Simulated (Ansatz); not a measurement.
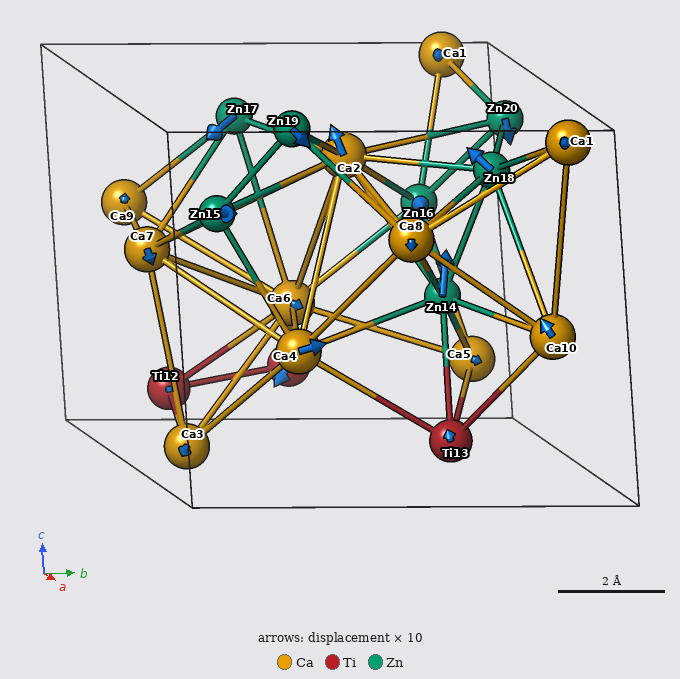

This is a relaxation of a crystal of Ca₁₀Ti₃Zn₇ (a generated structure, set up in P1) (coarse preliminary run). The starting structure is drawn; blue arrows show the displacements (the part carried along by the change of the cell is left out), magnified 10 times.

The picture is a ball-and-stick view of the cell of the calculation, seen from a free direction.

Case: elements placed on the bcc lattice with like neighbours, relaxed further on a centred mesh.

Method: DFT PBE, scalar-relativistic, plane waves, PAW in Ansatz. Settings: plane-wave cutoff 420 eV; k-point mesh 3 × 3 × 3; occupations gaussian; smearing width 0.1 eV; no spin polarisation; cell and atoms relaxed; force threshold 0.04 eV/Å; at most 25 steps.

What did the optimiser do to the structure, and how much energy did it gain?

The largest move relative to the cell is that of a Zn atom, 0.10 Å roughly along [−2 1 3]. Largest moves by element: Zn 0.10 Å, Ca 0.07 Å, Ti 0.06 Å. The drawn cell changes as follows: a 8.867 → 8.875 Å (+0.1 %), b 8.502 → 8.714 Å (+2.5 %), c 7.511 → 7.387 Å (−1.7 %), α 93.6° → 94.0°, β 84.9° → 84.7°, γ 75.1° → 74.0°; the volume changes by +0.3 %. Among the contacts that change: Ca–Ca 3.896 → 4.053 Å, Ca–Ca 4.599 → 4.462 Å, Ca–Zn 3.400 → 3.287 Å, Ca–Zn 3.412 → 3.523 Å. The space group stays P1 (No. 1). Over 3 accepted moves (5 points after the start) the energy falls by 1.8 meV per atom. The largest force component goes from 0.083 to 0.037 eV/Å. The pressure goes from 0.04 to −0.02 GPa. The line search rejected the trial step at point 3 of the run. At 1 point the geometry stayed and the basis and grid were re-selected for the new cell (energy shift of less than 0.05 meV per atom at most each time).
